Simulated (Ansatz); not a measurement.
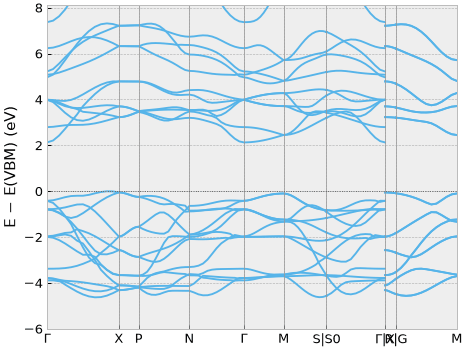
*Band structure from DFT-PBE in the program Ansatz with PAW potentials*

Q: Read off the gap and where the band edges lie.

A: About 2.1 eV (2.13 eV by a search for the band edges); maximum on the Γ–X line, 86 % of the way from Γ, minimum at Γ.

The material is TiO$_{2}$ (anatase, I4_1/amd).

The PBE relaxation kept the symmetry of its start. No spin polarisation was allowed.

Potentials: the earlier of the program's two PAW sets.
